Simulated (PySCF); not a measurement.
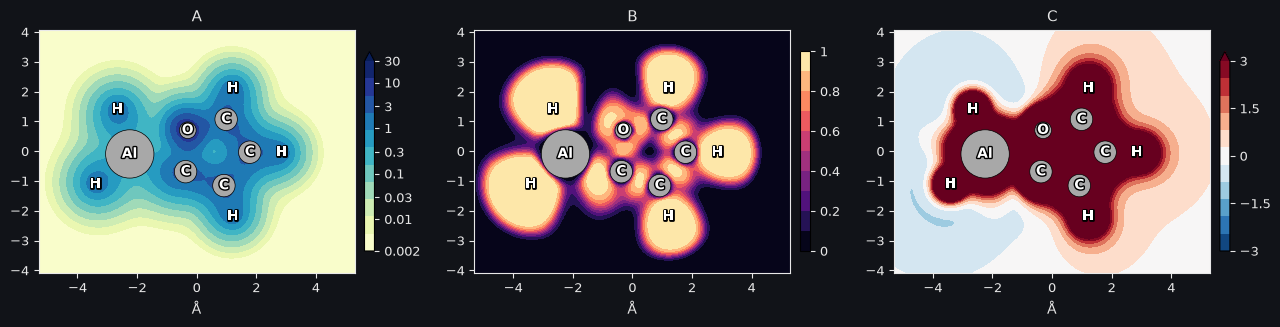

C4H5AlO: 3 fields on the molecular plane, with unlabelled colour scales. Grey discs cover the atomic cores.

Geometry: GFN2-xTB.

These are results of PySCF, CAM-B3LYP/def2-SVPD, SCF density, gas phase, not measurements.

### Which field does each panel show? The fields are: electron density, electron localisation function and electrostatic potential.

Panel A: electron density. Panel B: electron localisation function. Panel C: electrostatic potential (strongly positive close to the atoms, with negative regions outside electron-rich atoms). From the grid: C–O (1.34 Å): ρ is about 2.4 e/Å³ halfway; the ELF peaks at about 0.90 between the atoms (a polar covalent bond). C–C (1.36 Å): the density is about 2.2 e/Å³ at the midpoint; the ELF peaks at about 0.95 between the atoms, as expected for a covalent bond.
